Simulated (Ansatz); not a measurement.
Input

```
crystal:
  periodic: [false, false, false]
  atoms:
    - {symbol: B, position_ang: [-1.173631, 1.893100, -0.153192]}
    - {symbol: Si, position_ang: [-0.888406, -0.038212, -0.539275]}
    - {symbol: Si, position_ang: [1.078347, -0.639234, 0.626707]}
    - {symbol: O, position_ang: [1.469771, -2.226757, 0.384199]}
    - {symbol: H, position_ang: [-0.638090, 2.736220, -0.810089]}
    - {symbol: H, position_ang: [-1.811261, 2.244553, 0.794930]}
    - {symbol: H, position_ang: [-1.982151, -0.934424, -0.069740]}
    - {symbol: H, position_ang: [-0.620994, -0.330892, -1.978868]}
    - {symbol: H, position_ang: [0.892701, -0.496533, 2.091527]}
    - {symbol: H, position_ang: [2.186048, 0.262593, 0.196137]}
    - {symbol: H, position_ang: [1.553168, -2.527315, -0.521635]}
basis:
  gaussian: {orbitals: def2-TZVPP}
hamiltonian: {xc: pbe0, dispersion: d4}
output: {orbitals: {seedname: orbitals}}
```

Command:

```sh
ansatz run in.yaml --threads 2 --pin off --events-out ev --progress --plain --max-ram 4352MiB
```

Geometry: PBE0-D4/def2-TZVP.

These are results of RKS PBE0-D4/def2-TZVPP in Ansatz, not measurements.

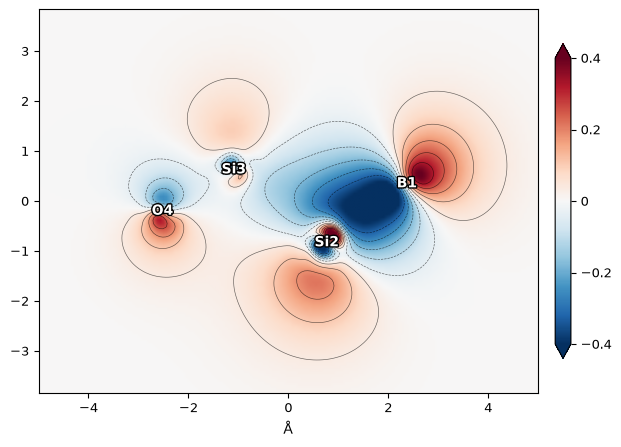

BH7OSi2 (SMILES B[SiH2][SiH2]O). The HOMO−1 on the plane of atoms B1, Si2 and Si3 (values in Å⁻³ᐟ²; the overall sign is arbitrary).

**Describe this orbital and give its energy.**

It lies mainly on Si2 (about 30 %), B1 (about 25 %), H7 (about 10 %) and Si3 (about 5 %). Its energy is −8.79 eV.
